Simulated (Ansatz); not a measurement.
SiNH₄Cl: several calculations on one system

Part 1: Relaxation

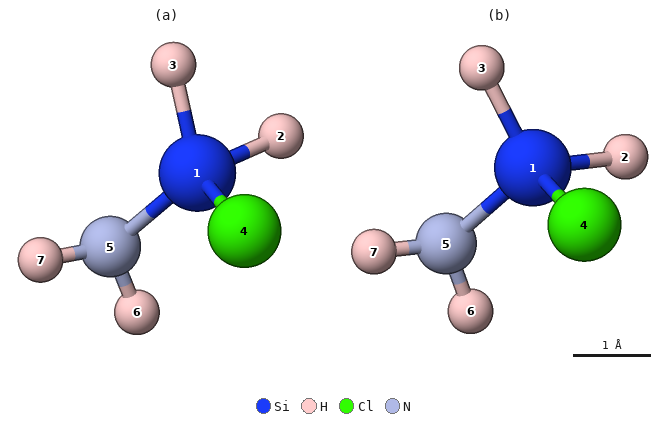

The structure of SiNH$_{4}$Cl before (left) and after (right) a relaxation, at one scale.

The picture is a ball-and-stick view, seen from a free direction.

The run prepares an end point of a later path (reaction) calculation, from a guessed geometry.

All numbers below come from Ansatz, RKS PBE-D4/def2-SVP. (no spin polarisation; force threshold 0.03 eV/Å; at most 50 steps)

### Summarise the run.

H3 moves most after the best rigid fit: 0.37 Å. By element the largest moves are H 0.37 Å, Cl 0.13 Å, Si 0.08 Å, N 0.06 Å. Near-neighbour distances that change, for instance: Si1–H2 1.454 → 1.497 Å, Si1–Cl4 2.084 → 2.102 Å, Si1–N5 1.725 → 1.729 Å. Among the angles between lasting bonds that change: H2–Si1–H3 82.7° → 113.1°, H3–Si1–N5 115.7° → 107.7°, H2–Si1–Cl4 113.6° → 106.4°. Over 6 geometry steps the energy falls by 12.6 kcal/mol. The largest force component goes from 1.5 to 0.027 eV/Å.

Part 2: Relaxation

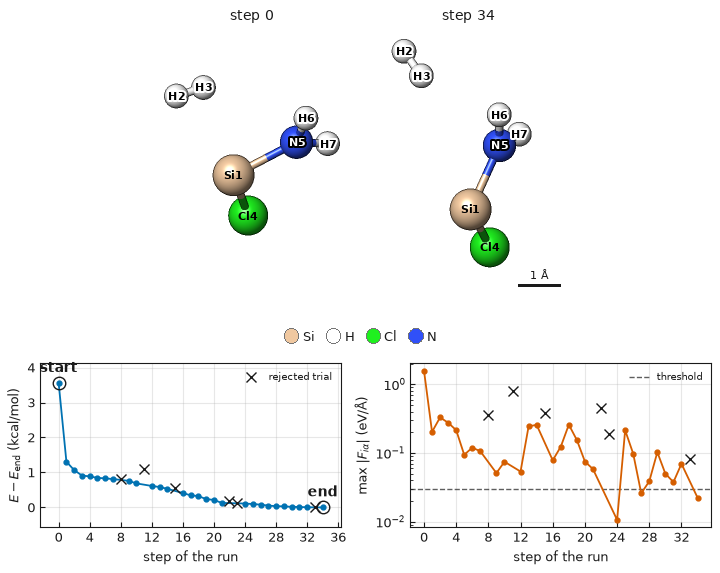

First and last geometry of a relaxation of SiNH₄Cl, with the history of the run. A ball-and-stick model, seen at a tilt.

The run prepares an end point of a later path (reaction) calculation, from a guessed geometry.

Theory: RKS PBE-D4/def2-SVP in Ansatz. Set-up: no spin polarisation; force threshold 0.03 eV/Å; at most 50 steps.

What do the curves and the structures tell?

It converged. The atom that moves furthest after the best rigid fit is H2 (1.12 Å). Largest moves by element: H 1.12 Å, Cl 1.02 Å, Si 1.01 Å, N 0.38 Å. Near-neighbour distances that change, for instance: H2–H3 0.721 → 0.770 Å. Over 28 accepted moves (34 points after the start) the energy falls by 3.56 kcal/mol. The largest force component goes from 1.6 to 0.022 eV/Å. The line search rejected the trial steps at points 8, 11, 15, 22, 23, 33 of the run. The forces were under the threshold at step 24, but the run went on from there. The run took 21 s on 1 thread of AMD EPYC 9R45 96-Core Processor (Zen 5), on a shared host, peak memory 0.15 GiB.

Limits of the set-up: the start holds two separate molecules, 2.7 Å apart at their closest, whose relative position is a soft coordinate.

Part 3: Path

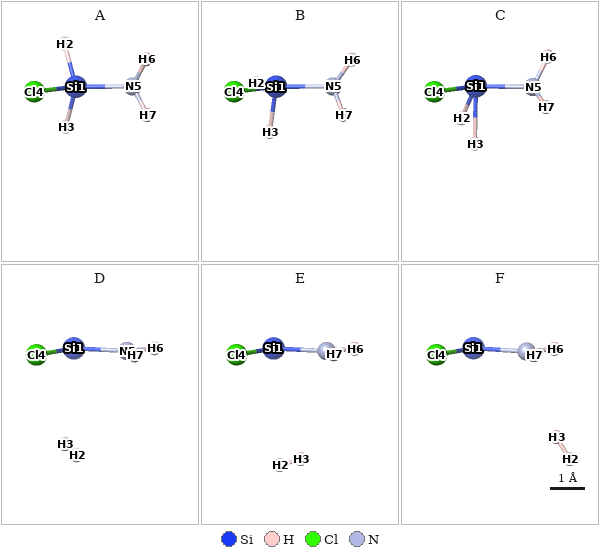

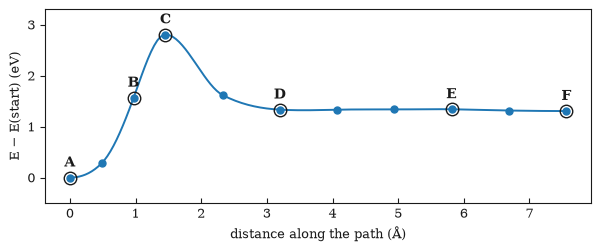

A search for the minimum-energy path of SiNH₄Cl by the nudged elastic band. Images are numbered from 0 (start) to 10 (end). Frames A to F are images 0, 2, 3, 5, 8, 10. Style: ball-and-stick. Shown face on.

Computed with Ansatz 0.2.0, RKS PBE-D4/def2-SVP. Settings: 9 movable images; climbing image; force threshold 0.03 eV/Å; iteration limit 60; starting path through a guess of the saddle point.

### What happens along the path, and what is the barrier?

The energy climbs by 2.81 eV to image 3 and then falls by 1.50 eV, so the end point sits at +1.31 eV. The path has more than one stage, and so few images may leave a stage unresolved. Breaking: Si1–H2 (1.50 → 1.52 at the top → 4.44 Å), Si1–H3 (1.50 → 1.74 at the top → 3.69 Å). Forming: H2–H3 (2.50 → 1.18 at the top → 0.77 Å). The band converged in 26 iterations. The largest component of the band force went from 14 to 0.026 eV/Å. The climbing image converged on the top of the path. Its vibrational analysis gives one imaginary mode (1166i cm⁻¹), as a transition state must have.
